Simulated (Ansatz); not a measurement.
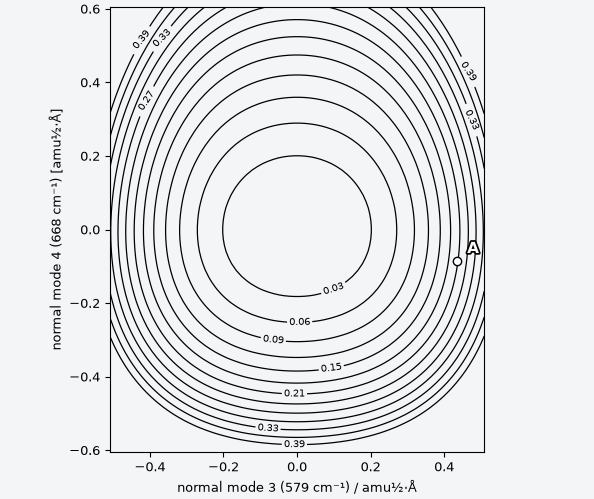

CH2NS, SMILES N=[C]S, spin multiplicity 2. 
- First axis: normal mode 3 (579 cm⁻¹). Second axis: normal mode 4 (668 cm⁻¹).
- Nothing is relaxed (straight displacements along the two mass-weighted modes).
- The grid has 15 × 15 points; 120 points were computed and 105 follow by symmetry.
- Energies: eV, counted from the lowest grid point.
- The calculation used Ansatz 0.2.0, UKS SPW92 (LDA)/def2-TZVP.

In the figure: contour lines labelled in eV (none above 0.39), the point A. Between grid points the surface is interpolated.

Which way does the force act at A, and how strong is it?

Answer. A, at normal mode 3 (579 cm⁻¹) = 0.436 amu½·Å, normal mode 4 (668 cm⁻¹) = −0.086 amu½·Å, is not a stationary point. The computed force is 1.2 eV for each amu½·Å towards smaller values of normal mode 3 (579 cm⁻¹) and 0.16 eV for each amu½·Å towards larger values of normal mode 4 (668 cm⁻¹).
